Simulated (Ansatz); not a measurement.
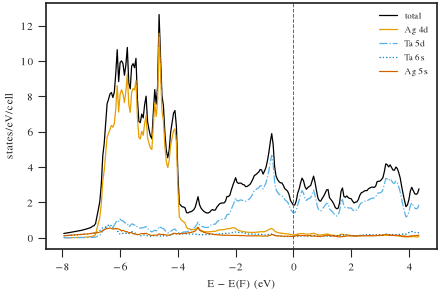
*Total and projected density of states of TaAg in space group Pmma (No. 51; Ag on 2e, Ta on 2f), PBEsol in the plane-wave PAW code Ansatz*

Task: Which orbitals carry the states next to the Fermi level?

Result: Within 0.5 eV of the Fermi level: Ta 5d 77 %, Ag 4d 8 %, outside the projected shells 7 %. Projections are on Löwdin-orthogonalised atomic valence shells; empty p or d shells of many metals are not among them.

Task: Where is the tallest occupied peak in this window, and what makes it?

Result: Near -4.6 eV, about 13 states/eV per cell; the largest projected share is Ag 4d.

The start of the workflow was typed in or built on a structure type; neither database checked (COD, Materials Project) lists it. Its standing as an ambient phase is unchecked. The PBEsol relaxation kept the symmetry of its start; phonons show weakly imaginary modes. No spin polarisation was allowed. Its formation energy is positive at this level, so the cell may be metastable or incomplete. Scalar-relativistic: spin–orbit coupling is off unless named, which matters more the heavier the elements.

Potentials: the later of the program's two PAW sets.
